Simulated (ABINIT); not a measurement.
**A GW chain in ABINIT: CdS (Hawleyite)**

How does a plane-wave GW calculation on CdS (Hawleyite) run from the first input to the gap?

Calculated with ABINIT 10.8.3; PBE and many-body steps on it, plane waves.

**What was measured.**

- Gap 2.42 eV: optical gap from inflexion point of photoacoustic spectrum, as-grown film; photoacoustic spectroscopy; film (as-grown chemical bath deposited film, about 0.25 um thick, deposited at 80 C) (“Study of the band--gap shift in CdS films: Influence of thermal annealing in different atmospheres”, 1995, arxiv:cond-mat/9501125).

### Step 1. The starting structure

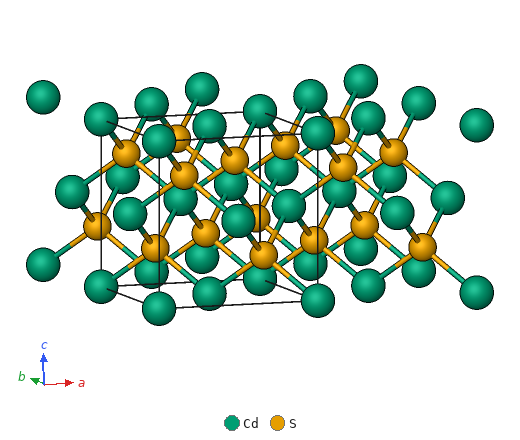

The starting structure, seen slightly off an axis (cadmium teal, sulfur orange). 2×2×1 cells are drawn. This picture shows the conventional cell, with its axes. Bonds to atoms that aren't drawn are left out. Some periodic images of atoms are drawn too.

The cell and positions come from the Crystallography Open Database and are kept as given unless a step says otherwise.

### Step 2. Ground state

This step: ABINIT 10.8.3; DFT, PBE, plane waves, norm-conserving pseudopotentials.

The ground-state density comes first.

run.abi reads:

```
acell 3*1.0 Angstrom
rprim 
  -0.000000000000 2.916500000000 2.916500000000
  2.916500000000 -0.000000000000 2.916500000000
  2.916500000000 2.916500000000 -0.000000000000
ntypat 2
znucl 48 16
natom 2
typat 1 2
xred 
  0.000000000000 0.000000000000 0.000000000000
  0.250000000000 0.250000000000 0.250000000000
pp_dirpath "pseudos"
pseudos "Cd.upf, S.upf"
ecut 47
ngkpt 6 6 6
nshiftk 1
shiftk 0 0 0
kptopt 1
chksymbreak 0
nband 18
occopt 1
tolvrs 1e-10
nstep 60
prtwf 0
indata_prefix "in"
outdata_prefix "out"
tmpdata_prefix "tmp"
```

Run with:

```
> OMP_NUM_THREADS=1 mpirun -n 8 abinit run.abi > log
```

Numbers of over 12 decimals in the logs are rounded to 6 here.

The log of the run:

```text
.Version 10.8.3 of ABINIT. v10.8.2 released Aug 2026.

 Symmetries : space group F-4 3 m (#216); Bravais cF (face-center cubic)
================================================================================
 Values of the parameters that define the memory need of the present run
     intxc =       0    ionmov =       0      iscf =       7    lmnmax =       6
     lnmax =       6     mgfft =      50  mpssoang =       3    mqgrid =    3001
     natom =       2  nloc_mem =       1    nspden =       1   nspinor =       1
    nsppol =       1      nsym =      24    n1xccc =    2501    ntypat =       2
    occopt =       1   xclevel =       2
-    mband =          18        mffmem =           1         mkmem =           2
       mpw =        5188          nfft =      125000          nkpt =          16
================================================================================
  Rough estimation (10% accuracy) of disk space for files :
================================================================================

--------------------------------------------------------------------------------
------------- Echo of variables that govern the present computation ------------
--------------------------------------------------------------------------------
 -outvars: echo values of preprocessed input variables --------
            acell      1.8897261259E+00  1.8897261259E+00  1.8897261259E+00 Bohr

      chksymbreak           0
             ecut      4.70000000E+01 Hartree
-          fftalg         312

              ixc     -101130
              kpt      0.00000000E+00  0.00000000E+00  0.00000000E+00
                       1.66666667E-01  0.00000000E+00  0.00000000E+00
                       3.33333333E-01  0.00000000E+00  0.00000000E+00
                       5.00000000E-01  0.00000000E+00  0.00000000E+00
                       1.66666667E-01  1.66666667E-01  0.00000000E+00
                       3.33333333E-01  1.66666667E-01  0.00000000E+00
                       5.00000000E-01  1.66666667E-01  0.00000000E+00
                      -3.33333333E-01  1.66666667E-01  0.00000000E+00
                      -1.66666667E-01  1.66666667E-01  0.00000000E+00
   [... 5 further rows ...]
                      -3.33333333E-01  3.33333333E-01  1.66666667E-01
                      -3.33333333E-01  5.00000000E-01  1.66666667E-01
         kptrlatt        6    0    0      0    6    0      0    0    6
          kptrlen      4.67656631E+01
P           mkmem           2
            natom           2
            nband          18
            ngfft          50      50      50
             nkpt          16
            nstep          60
             nsym          24
           ntypat           2
              occ      2.000000  2.000000  2.000000  2.000000  2.000000  2.000000
                       2.000000  2.000000  2.000000  2.000000  2.000000  2.000000
                       2.000000  0.000000  0.000000  0.000000  0.000000  0.000000
            prtwf           0
            rprim     -0.0000000000E+00  2.9165000000E+00  2.9165000000E+00
[...]
spgroup         216

           tolvrs      1.00000000E-10

             xred      0.0000000000E+00  0.0000000000E+00  0.0000000000E+00
[...]
znucl       48.00000   16.00000

================================================================================

 chkinp: Checking input parameters for consistency.

================================================================================
== DATASET  1 ==================================================================
-   mpi_nproc: 8, omp_nthreads: 1 (-1 if OMP is not activated)

--- !DatasetInfo
iteration_state: {dtset: 1, }
dimensions: {natom: 2, nkpt: 16, mband: 18, nsppol: 1, nspinor: 1, nspden: 1, mpw: 5188, }
cutoff_energies: {ecut:  47.0, pawecutdg:  -1.0, }
electrons: {nelect:   2.60000000E+01, charge:   0.00000000E+00, occopt:   1.00000000E+00, tsmear:   1.00000000E-02, }

 Real(R)+Recip(G) space primitive vectors, cartesian coordinates (Bohr,Bohr^-1):
 R(1)=  0.0000000  5.5113862  5.5113862  G(1)= -0.0907213  0.0907213  0.0907213
 R(2)=  5.5113862  0.0000000  5.5113862  G(2)=  0.0907213 -0.0907213  0.0907213
 R(3)=  5.5113862  5.5113862  0.0000000  G(3)=  0.0907213  0.0907213 -0.0907213
 Unit cell volume ucvol=  3.3482088E+02 bohr^3
 Angles (23,13,12)=  6.00000000E+01  6.00000000E+01  6.00000000E+01 degrees

 getcut: wavevector=  0.0000  0.0000  0.0000  ngfft=  50  50  50
         ecut(hartree)=     47.000   => boxcut(ratio)=   2.07948

--- Pseudopotential description ------------------------------------------------
- Cd Generated using ONCVPSP code by D. R. Hamann
- 48.00000  20.00000  171031                  znucl, zion, pspdat
12 -101130 2 -1 1368                          pspcod,pspxc,lmax,lloc,mmax
     nproj     2     2     2
  pspatm : epsatm=   23.16453630
         --- l  ekb(1:nproj) -->
[...]
pspatm: atomic psp has been read  and splines computed

- S Generated using ONCVPSP code by D. R. Hamann
- 16.00000   6.00000  171031                  znucl, zion, pspdat
12 -101130 2 -1 1146                          pspcod,pspxc,lmax,lloc,mmax
     nproj     2     2     2
  pspatm : epsatm=    9.01821529
         --- l  ekb(1:nproj) -->
[...]
2   -3.547662   -0.986524
 pspatm: atomic psp has been read  and splines computed

   8.36751541E+02                                ecore*ucvol(ha*bohr**3)
--------------------------------------------------------------------------------

_setup2: Arith. and geom. avg. npw (full set) are    5151.458    5151.430

================================================================================

--- !BeginCycle
iteration_state: {dtset: 1, }
solver: {iscf: 7, nstep: 60, nline: 4, wfoptalg: 0, }
tolerances: {tolvrs: 1.00E-10, }

     iter   Etot(hartree)      deltaE(h)  residm     vres2
 ETOT  1  -184.58109602512    -1.846E+02 2.197E+00 4.390E+03
 ETOT  2  -185.65086711536    -1.070E+00 3.839E-02 6.972E+03
 ETOT  3  -186.34144421193    -6.906E-01 5.803E-03 7.723E+02
 ETOT  4  -186.39720509171    -5.576E-02 2.096E-03 2.072E+02
 ETOT  5  -186.41732805768    -2.012E-02 6.205E-04 2.343E+00
 ETOT  6  -186.41755963703    -2.316E-04 2.448E-04 2.511E-02
 ETOT  7  -186.41756130018    -1.663E-06 3.384E-05 9.705E-03
 ETOT  8  -186.41756155447    -2.543E-07 3.870E-05 7.709E-03
 ETOT  9  -186.41756237535    -8.209E-07 1.732E-05 2.003E-05
 ETOT 10  -186.41756237782    -2.475E-09 4.463E-05 2.764E-07
 ETOT 11  -186.41756237784    -2.044E-11 2.006E-05 1.060E-08
 ETOT 12  -186.41756237785    -4.945E-12 4.702E-05 7.445E-10
 ETOT 13  -186.41756237785     3.297E-12 2.139E-05 4.140E-11

 At SCF step   13       vres2   =  4.14E-11 < tolvrs=  1.00E-10 =>converged.

 Cartesian components of stress tensor (hartree/bohr^3)
  sigma(1 1)= -8.66891734E-05  sigma(3 2)=  0.00000000E+00
  sigma(2 2)= -8.66891734E-05  sigma(3 1)=  0.00000000E+00
  sigma(3 3)= -8.66891734E-05  sigma(2 1)=  0.00000000E+00

--- !ResultsGS
iteration_state: {dtset: 1, }
comment   : Summary of ground state results
lattice_vectors:
- [ -0.0000000,   5.5113862,   5.5113862, ]
- [  5.5113862,  -0.0000000,   5.5113862, ]
- [  5.5113862,   5.5113862,  -0.0000000, ]
lattice_lengths: [   7.79428,    7.79428,    7.79428, ]
lattice_angles: [ 60.000,  60.000,  60.000, ] # degrees, (23, 13, 12)
lattice_volume:   3.3482088E+02
convergence: {deltae:  3.297E-12, res2:  4.140E-11, residm:  2.139E-05, diffor: null, }
etotal    :  -1.86417562E+02
entropy   :   0.00000000E+00
fermie    :   1.60449132E-01
cartesian_stress_tensor: # hartree/bohr^3
- [ -8.66891734E-05,   0.00000000E+00,   0.00000000E+00, ]
- [  0.00000000E+00,  -8.66891734E-05,   0.00000000E+00, ]
- [  0.00000000E+00,   0.00000000E+00,  -8.66891734E-05, ]
pressure_GPa:   2.5505E+00
xred      :
- [  0.0000E+00,   0.0000E+00,   0.0000E+00, Cd]
- [  2.5000E-01,   2.5000E-01,   2.5000E-01,  S]
cartesian_forces: # hartree/bohr
- [ -0.00000000E+00,  -0.00000000E+00,  -0.00000000E+00, ]
- [ -0.00000000E+00,  -0.00000000E+00,  -0.00000000E+00, ]
force_length_stats: {min:   0.00000000E+00, max:   0.00000000E+00, mean:   0.00000000E+00, }

 Integrated electronic density in atomic spheres:
 ------------------------------------------------
 Atom  Sphere_radius  Integrated_density
    1        2.00000         17.17000095
    2        2.00000          3.93308081
================================================================================

 ----iterations are completed or convergence reached----

 Mean square residual over all n,k,spin=   83.764E-09; max=  21.389E-06
 reduced coordinates (array xred) for    2 atoms
       0.000000000000      0.000000000000      0.000000000000
       0.250000000000      0.250000000000      0.250000000000
 rms dE/dt=  0.0000E+00; max dE/dt=  0.0000E+00; dE/dt below (all hartree)
    1       0.000000000000      0.000000000000      0.000000000000
    2       0.000000000000      0.000000000000      0.000000000000

 cartesian coordinates (angstrom) at end:
    1      0.000000     0.000000     0.000000
    2      1.458250     1.458250     1.458250

 cartesian forces (hartree/bohr) at end:
    1     -0.000000    -0.000000    -0.000000
    2     -0.000000    -0.000000    -0.000000
 frms,max,avg= 0.0000000E+00 0.0000000E+00   0.000E+00  0.000E+00  0.000E+00 h/b

 cartesian forces (eV/Angstrom) at end:
    1     -0.000000    -0.000000    -0.000000
    2     -0.000000    -0.000000    -0.000000
 frms,max,avg= 0.0000000E+00 0.0000000E+00   0.000E+00  0.000E+00  0.000E+00 e/A
 length scales=  1.889726125908  1.889726125908  1.889726125908 bohr
              =  1.000000000000  1.000000000000  1.000000000000 angstroms
 prteigrs : about to open file out_EIG
 Fermi (or HOMO) energy (hartree) =   0.16045   Average Vxc (hartree)=  -0.34390
 Eigenvalues (hartree) for nkpt=  16  k points:
 kpt#   1, nband= 18, wtk=  0.00463, kpt=  0.0000  0.0000  0.0000 (reduced coord)
  -3.56438   -2.13350   -2.13350   -2.13350   -0.29393   -0.12336   -0.12336   -0.12336
  -0.10576   -0.10576    0.16045    0.16045    0.16045    0.20252    0.40047    0.40047
   0.40047    0.58082
 prteigrs : prtvol=0 or 1, do not print more k-points.

--- !EnergyTerms
iteration_state     : {dtset: 1, }
comment             : Components of total free energy in Hartree
kinetic             :  6.53961700220419E+01
hartree             :  6.51752441479161E+01
xc                  : -2.74241571192250E+01
Ewald energy        : -9.94062291781547E+01
psp_core            :  2.49910199437371E+00
local_psp           : -1.98406412410886E+02
non_local_psp       :  5.74872016608813E+00
total_energy        : -1.86417562377846E+02
total_energy_eV     : -5.07268029289781E+03
band_energy         : -2.10662569605590E+01

 Cartesian components of stress tensor (hartree/bohr^3)
  sigma(1 1)= -8.66891734E-05  sigma(3 2)=  0.00000000E+00
  sigma(2 2)= -8.66891734E-05  sigma(3 1)=  0.00000000E+00
  sigma(3 3)= -8.66891734E-05  sigma(2 1)=  0.00000000E+00

-Cartesian components of stress tensor (GPa)         [Pressure=  2.5505E+00 GPa]
- sigma(1 1)= -2.55048354E+00  sigma(3 2)=  0.00000000E+00
- sigma(2 2)= -2.55048354E+00  sigma(3 1)=  0.00000000E+00
- sigma(3 3)= -2.55048354E+00  sigma(2 1)=  0.00000000E+00

== END DATASET(S) ==============================================================
================================================================================

 -outvars: echo values of variables after computation  --------
           etotal     -1.8641756238E+02
            nband          18
             nkpt          16
          spgroup         216
 [... the other variables as echoed above ...]

 Calculation completed.
```

It took 11 s on 8 MPI ranks of Arm Neoverse V2, shared host; peak memory 0.69 GiB.

Numbers from this step:

```
total energy               : -5072.6803 eV
gap                        : 1.145 eV
k of the valence top       : 0, 0, 0
k of the conduction bottom : 0, 0, 0
least direct gap           : 1.145 eV
pressure                   : 2.550 GPa
```

The gap is direct, at Γ.

The cutoff was set for levels, not for stress, so the pressure can be off by some GPa.

[end of part 1 of 3]

[Paths, hosts, dates, memory and timing lines, banners, echoed tables and standing remarks are left out of the program output.]

[Logs are printed without paths, hosts, clocks, repeated set-up lines and the standing remarks that a program may print on its own settings, such as how far it seeks lower states.]

[Runs of the session that timed out or met a known fault of the program may be left out.]

[Hosts, paths, dates, database ids (printed as entryN), source tags and the programs' standing remarks are cut or masked in the printed files.]

[G0W0 gaps are taken among the corrected bands and points alone; a level outside them can change the order at an edge.]

[Where Ansatz stands beside ABINIT at settings called matched, ABINIT's density can come from a denser mesh and the files from another edition; pairs whose starting gaps differed by over 0.03 eV were left out, so agreement reads better than it is.]
